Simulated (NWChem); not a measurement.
**C3H7I (1-iodopropane): levels of theory compared**

Wanted: a comparison of 5 runs (HF/def2-SVP, SVWN5/def2-SVP, PBE/STO-3G, PBE0/def2-SVP, BLYP/def2-TZVP) of C3H7I (1-iodopropane). 

Program for the calculation: NWChem 7.3.0.

### Step 1. The structure to begin with

The species is C3H7I (11 atoms), meant as a singlet with charge 0. SMILES: `CCCI`. The shape is that of a PBE0-D4/def2-TZVP optimisation. This is one conformer, not always the lowest.

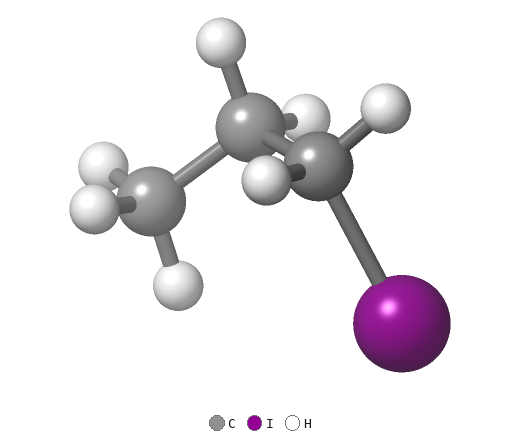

Viewed from a chosen angle; carbon grey, iodine purple, hydrogen white.

### Step 2. Energy and gradient at HF/def2-SVP (core potential) (run 1)

run.py

```python
from ase import Atoms
from ase.calculators.nwchem import NWChem

atoms = Atoms('CCCIHHHHHHH', positions=[
    [-0.125200, 1.299500, -0.133500],
    [0.263600, -0.096100, -0.582400],
    [0.133400, -1.155500, 0.486200],
    [-1.903200, -1.498100, 1.094200],
    [0.037200, 2.024800, -0.933000],
    [-1.178800, 1.342200, 0.150800],
    [0.467000, 1.614400, 0.730200],
    [-0.318100, -0.389200, -1.461100],
    [1.316300, -0.099900, -0.895100],
    [0.654300, -0.885400, 1.403800],
    [0.478900, -2.129600, 0.148100],
])

calc = NWChem(
    label='c3h7i',
    theory='scf',
    memory='2200 mb',
    basis='def2-SVP',
    basispar='spherical bse',
    scf={'nopen': '0', 'rhf': None, 'thresh': '1e-08', 'maxiter': '80', 'print': 'low'},
    **{'ecp bse': {'I library': 'def2-SVP'}},
)
atoms.calc = calc

forces = atoms.get_forces()
print(f"energy = {atoms.get_potential_energy():.6f} eV")
print("forces (eV/A):")
for s, f in zip(atoms.symbols, forces):
    print(f"{s:2s} {f[0]:10.5f} {f[1]:10.5f} {f[2]:10.5f}")
```

Launch:

```
$ export ASE_NWCHEM_COMMAND="nwchem PREFIX.nwi > PREFIX.nwo"
$ python run.py
```

The program printed:

```text
energy = -11272.246203 eV
forces (eV/A):
C    -0.09277    0.23315    0.05723
C     0.19078    0.00458   -0.32267
C     0.24210   -0.19715    0.17720
I    -0.40793   -0.18286    0.16872
H     0.00463   -0.02036    0.01455
H     0.08978    0.06335   -0.04006
H    -0.01270    0.00622   -0.03337
H     0.04741    0.02926    0.05014
H    -0.08587    0.00992    0.01635
H     0.00247   -0.04633   -0.10814
H     0.02216    0.10022    0.02005
```

The calculator wrote c3h7i.nwi:

```
title "c3h7i"

permanent_dir c3h7i

scratch_dir c3h7i

start c3h7i

geometry units angstrom nocenter noautosym noautoz
  C  -1.2520000000000001e-01 1.2995000000000001e+00 -1.3350000000000001e-01
  C  2.6360000000000000e-01 -9.6100000000000005e-02 -5.8240000000000003e-01
  C  1.3339999999999999e-01 -1.1555000000000000e+00 4.8620000000000002e-01
  I  -1.9032000000000000e+00 -1.4981000000000000e+00 1.0942000000000001e+00
  H  3.7199999999999997e-02 2.0247999999999999e+00 -9.3300000000000005e-01
  H  -1.1788000000000001e+00 1.3422000000000001e+00 1.5079999999999999e-01
  H  4.6700000000000003e-01 1.6144000000000001e+00 7.3019999999999996e-01
  H  -3.1809999999999999e-01 -3.8919999999999999e-01 -1.4611000000000001e+00
  H  1.3163000000000000e+00 -9.9900000000000003e-02 -8.9510000000000001e-01
  H  6.5429999999999999e-01 -8.8539999999999996e-01 1.4037999999999999e+00
  H  4.7889999999999999e-01 -2.1295999999999999e+00 1.4810000000000001e-01
end

memory 2200 mb

basis spherical bse noprint
   * library def2-SVP
end

scf
  nopen 0
  rhf
  thresh 1e-08
  maxiter 80
  print low
end
ecp bse
  I library def2-SVP
end

task scf gradient
```

c3h7i.nwo:

```text
Northwest Computational Chemistry Package (NWChem) 7.3.0
             --------------------------------------------------------

           Job information
           ---------------

    nwchem branch   = 7.3.0
    use scalapack   = T
    input           = c3h7i.nwi
    prefix          = c3h7i.
    data base       = c3h7i/c3h7i.db
    status          = startup
    nproc           =        1

           Memory information
           ------------------

    heap     =     72089596 doubles =      550.0 Mbytes
    stack    =     72089601 doubles =      550.0 Mbytes
    global   =    144179200 doubles =     1100.0 Mbytes (distinct from heap & stack)
    total    =    288358397 doubles =     2200.0 Mbytes
    verify   = yes
    hardfail = no

[... 37 lines left out ...]
            Nuclear Dipole moment (a.u.)
[... 81 lines left out ...]
       Final RHF  results
       ------------------

         Total SCF energy =   -414.247410747971
      One-electron energy =  -1051.139585759301
      Two-electron energy =    447.858743130914
 Nuclear repulsion energy =    189.033431880417

        Time for solution =     18.3s

                              NWChem Gradients Module
                              -----------------------

                         RHF ENERGY GRADIENTS

    atom               coordinates                        gradient
                 x          y          z           x          y          z
   1 C      -0.236594   2.455699  -0.252278    0.001804  -0.004534  -0.001113
   2 C       0.498132  -0.181603  -1.100576   -0.003710  -0.000089   0.006275
   3 C       0.252089  -2.183578   0.918785   -0.004708   0.003834  -0.003446
[... 7 lines of this table left out ...]
  11 H       0.904990  -4.024360   0.279868   -0.000431  -0.001949  -0.000390

 Task  times  cpu:       22.3s     wall:       22.3s
 Total times  cpu:       22.4s     wall:       22.4s
```

Run time: 23 s. Hardware: 1 thread of Intel Xeon Platinum 8488C (Sapphire Rapids), shared host; peak memory 0.1 GiB.

### Step 3. Energy and forces at SVWN5/def2-SVP (core potential) (run 2)

nw.nw

```
start nw
title "C3H7I SVWN5"
memory stack 880 mb heap 220 mb global 1100 mb

geometry noautosym nocenter noautoz
  C    -0.125200    1.299500   -0.133500
  C     0.263600   -0.096100   -0.582400
  C     0.133400   -1.155500    0.486200
  I    -1.903200   -1.498100    1.094200
  H     0.037200    2.024800   -0.933000
  H    -1.178800    1.342200    0.150800
  H     0.467000    1.614400    0.730200
  H    -0.318100   -0.389200   -1.461100
  H     1.316300   -0.099900   -0.895100
  H     0.654300   -0.885400    1.403800
  H     0.478900   -2.129600    0.148100
end

basis spherical bse
  * library def2-SVP
end

ecp bse
  I library def2-SVP
end

dft
  xc slater vwn_5
  grid fine
  convergence energy 1e-08
  iterations 100
  mulliken
  print low
end

task dft gradient
```

Launch:

```
$ nwchem nw.nw > nw.out
```

The program printed:

```text
[...]
 d= 0,ls=0.0,diis     1   -414.5560685949 -6.04D+02  1.05D-02  5.64D-01     2.4
[...]
 d= 0,ls=0.0,diis    10   -414.6035373729 -2.28D-09  3.66D-07  1.08D-09    17.0
         Total DFT energy =     -414.603537372941
      One electron energy =    -1051.723218730202
           Coulomb energy =      487.580403103358
    Exchange-Corr. energy =      -39.494153626514
 Nuclear repulsion energy =      189.033431880417
[...]
      Total Density - Mulliken Population Analysis
     ---------------------------------------------
    Atom       Charge   Shell Charges
 -----------   ------   -------------------------------------------------------
    1 C    6     6.14   1.98  0.89  0.16  2.17  0.91  0.03
    2 C    6     6.10   1.98  0.90  0.15  2.16  0.88  0.03
    3 C    6     6.26   1.98  0.92  0.28  2.07  0.98  0.03
    4 I   25    25.06   0.22  1.83  1.39  0.53  3.11  2.93  2.60  2.40  9.77  0.28
    5 H    1     0.94   0.71  0.20  0.02
    6 H    1     0.93   0.70  0.21  0.02
    7 H    1     0.94   0.71  0.21  0.02
    8 H    1     0.93   0.71  0.20  0.02
    9 H    1     0.93   0.71  0.20  0.02
   10 H    1     0.89   0.70  0.16  0.02
[...]
                         DFT ENERGY GRADIENTS
    atom               coordinates                        gradient
                 x          y          z           x          y          z
   1 C      -0.236594   2.455699  -0.252278   -0.005399   0.014120   0.005534
   2 C       0.498132  -0.181603  -1.100576    0.005788  -0.004243  -0.017368
   3 C       0.252089  -2.183578   0.918785    0.008071  -0.010867   0.011046
   4 I      -3.596527  -2.830999   2.067738    0.002311  -0.000312  -0.000646
   5 H       0.070298   3.826317  -1.763114   -0.001484  -0.008241   0.008367
   6 H      -2.227609   2.536390   0.284971    0.012461   0.000262  -0.003609
   7 H       0.882502   3.050774   1.379878   -0.006231  -0.003469  -0.009467
   8 H      -0.601122  -0.735481  -2.761079    0.006360   0.003698   0.010099
   9 H       2.487446  -0.188784  -1.691494   -0.011019   0.000470   0.003383
  10 H       1.236448  -1.673163   2.652797   -0.006494  -0.003491  -0.011305
  11 H       0.904990  -4.024360   0.279868   -0.004364   0.012073   0.003965
[...]
```

Run time: 22 s. Hardware: 1 thread of Intel Xeon Platinum 8488C (Sapphire Rapids), shared host; peak memory 0.13 GiB.

Runs 3 to 4 aren't shown in full; the table further down has their settings and results.

### Step 4. Energy and forces at BLYP/def2-TZVP (core potential) (run 5)

work.nw

```
start work
title "C3H7I BLYP"
memory total 2200 mb

geometry units bohr noautosym nocenter noautoz
  C     -0.23659371     2.45569910    -0.25227844
  C      0.49813181    -0.18160268    -1.10057649
  C      0.25208947    -2.18357854     0.91878484
  I     -3.59652676    -2.83099871     2.06773833
  H      0.07029781     3.82631746    -1.76311447
  H     -2.22760916     2.53639040     0.28497070
  H      0.88250210     3.05077386     1.37987802
  H     -0.60112188    -0.73548141    -2.76107884
  H      2.48744650    -0.18878364    -1.69149385
  H      1.23644780    -1.67316351     2.65279753
  H      0.90498984    -4.02436076     0.27986844
end

basis spherical bse
  C library def2-TZVP
  I library def2-TZVP
  H library def2-TZVP
end

ecp bse
  I library def2-TZVP
end

dft
  xc becke88 lyp
  grid fine
  convergence energy 1e-08
  maxiter 100
  mulliken
  print medium
end

task dft gradient
```

Launch:

```
$ nwchem work.nw > work.out
```

The program printed:

```text
[...]
          Wavefunction type:  closed shell.
          No. of atoms     :    11
          No. of electrons :    50
[...]
          Charge           :     0
          Spin multiplicity:     1
[...]
          AO basis - number of functions:   185
[...]
              XC Information
              --------------
                    Becke 1988 Exchange Functional  1.000
              Lee-Yang-Parr Correlation Functional  1.000
[...]
 d= 0,ls=0.0,diis     1   -416.0961094462 -6.05D+02  5.90D-03  7.74D-01    12.5
[...]
 d= 0,ls=0.0,diis    11   -416.1563509205 -7.33D-10  6.16D-08  3.74D-10   119.3
         Total DFT energy =     -416.156350920547
      One electron energy =    -1051.952343657299
           Coulomb energy =      487.783912772114
    Exchange-Corr. energy =      -41.021338213154
 Nuclear repulsion energy =      189.033418177792
[...]
  wavefunction    = closed shell
                         DFT ENERGY GRADIENTS
    atom               coordinates                        gradient
                 x          y          z           x          y          z
   1 C      -0.236594   2.455699  -0.252278    0.001123  -0.005991  -0.000551
   2 C       0.498132  -0.181603  -1.100576   -0.002347   0.001301   0.004488
   3 C       0.252089  -2.183579   0.918785   -0.008182   0.002807  -0.000639
   4 I      -3.596527  -2.830999   2.067738    0.014645   0.004177  -0.005324
   5 H       0.070298   3.826317  -1.763114   -0.000472  -0.002971   0.002575
   6 H      -2.227609   2.536390   0.284971    0.003082  -0.000860  -0.000789
   7 H       0.882502   3.050774   1.379878   -0.001944  -0.001552  -0.002922
   8 H      -0.601122  -0.735481  -2.761079    0.001584   0.000863   0.003328
   9 H       2.487447  -0.188784  -1.691494   -0.003803  -0.000159   0.001566
  10 H       1.236448  -1.673164   2.652798   -0.002083  -0.000549  -0.002617
  11 H       0.904990  -4.024361   0.279868   -0.001604   0.002935   0.000885
[...]
```

It took 2.5 min on 1 thread of Intel Xeon Platinum 8488C (Sapphire Rapids), shared host; peak memory 0.16 GiB.

### Step 5. Overview of the runs

| run | level | iteration cap | module | energy (Eh) | largest force (eV/Å) | wall time |
| --- | --- | --- | --- | --- | --- | --- |
| 1 | HF/def2-SVP (core potential) | 80 | scf | -414.247411 | 0.478 | 23 s |
| 2 | SVWN5/def2-SVP (core potential) | 100 | dft | -414.603537 | 0.966 | 22 s |
| 3 | PBE/STO-3G | 100 | dft | -6969.162936 | 1.438 | 20 s |
| 4 | PBE0/def2-SVP (core potential) | 100 | dft | -416.015562 | 0.341 | 29 s |
| 5 | BLYP/def2-TZVP (core potential) | 100 | dft | -416.156351 | 0.830 | 2.5 min |

### Step 6. Results

| quantity | value |
| --- | --- |
| run 5: total energy | -416.15635 Eh |
| run 5: dipole moment | 2.01 D |
| run 5: HOMO energy | -5.84 eV |
| run 5: LUMO energy | -1.46 eV |
| run 5: HOMO–LUMO gap | 4.38 eV |
| run 5: largest force on an atom | 0.830 eV/Å |

In words: Over runs 3, 4, 5 the dipole moment (its size) runs from 1.97 D (PBE0/def2-SVP) to 2.01 D (BLYP/def2-TZVP). The two ends differ in method and basis. Over runs 3, 4, 5 the HOMO–LUMO gap runs from 4.38 eV (BLYP/def2-TZVP) to 6.61 eV (PBE0/def2-SVP). Totals of different functionals can't be ranked against each other. Some runs of one species differ in core potentials or relativity; totals across that change don't compare. In run 3 the basis is minimal, so the values are rough. In run 3 relativity is left out where basis or elements ask for it. All runs together took 4.1 min, the longest 2.5 min.
